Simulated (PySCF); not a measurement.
```yaml
atoms:
  - { symbol: C, position_ang: [-3.2987, 1.1651, -0.6299] }
  - { symbol: C, position_ang: [-2.0069, 0.8460, 0.1123] }
  - { symbol: C, position_ang: [-1.7166, -0.6557, 0.1117] }
  - { symbol: Si, position_ang: [-0.1217, -1.1177, 1.0323] }
  - { symbol: Cl, position_ang: [0.0963, -3.1325, 1.0849] }
  - { symbol: C, position_ang: [1.4002, -0.4137, 0.1299] }
  - { symbol: F, position_ang: [1.1063, 0.3982, -0.9290] }
  - { symbol: C, position_ang: [2.6824, -0.6045, 0.4161] }
  - { symbol: Si, position_ang: [4.0930, 0.1772, -0.5654] }
  - { symbol: H, position_ang: [-4.1438, 0.6649, -0.1608] }
  - { symbol: H, position_ang: [-3.2340, 0.8327, -1.6638] }
  - { symbol: H, position_ang: [-3.4865, 2.2363, -0.6254] }
  - { symbol: H, position_ang: [-1.1806, 1.3767, -0.3619] }
  - { symbol: H, position_ang: [-2.0822, 1.2023, 1.1419] }
  - { symbol: H, position_ang: [-2.5639, -1.1794, 0.5617] }
  - { symbol: H, position_ang: [-1.6613, -0.9992, -0.9248] }
  - { symbol: H, position_ang: [-0.1084, -0.6302, 2.4140] }
  - { symbol: H, position_ang: [2.8928, -1.2511, 1.2539] }
  - { symbol: H, position_ang: [5.3322, -0.0644, 0.1764] }
  - { symbol: H, position_ang: [4.1520, -0.4470, -1.8881] }
  - { symbol: H, position_ang: [3.8404, 1.6130, -0.6865] }
```

Geometry: GFN2-xTB.

Level of theory: PBE0/pcSseg-1, SCF density, gas phase, non-relativistic in PySCF 2.14.0.

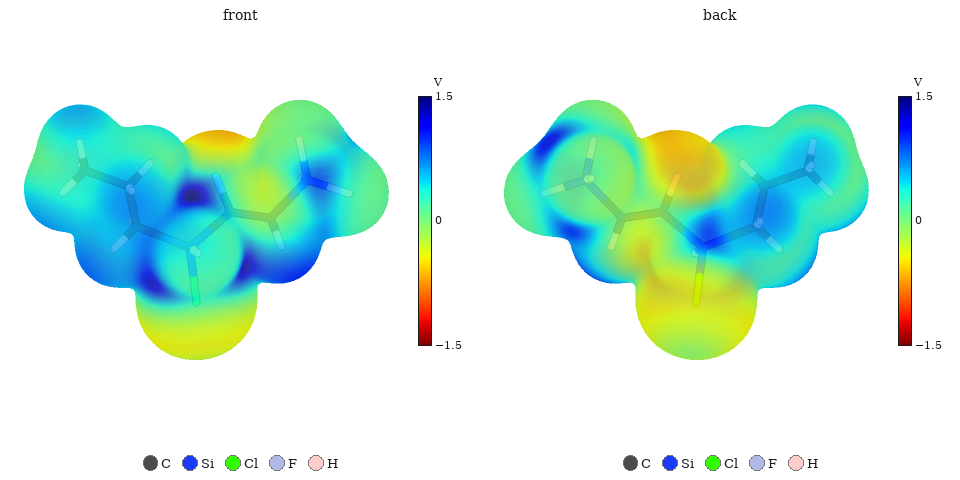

C5H12ClFSi2. The molecular electrostatic potential painted on the density surface at 0.002 e/bohr³, seen from the front and from behind; red is negative and blue positive.

Describe the electrostatic potential map.

The most negative region (about −0.6 V) lies over F7, the most positive (about +1.3 V) over Si4 and Si9.
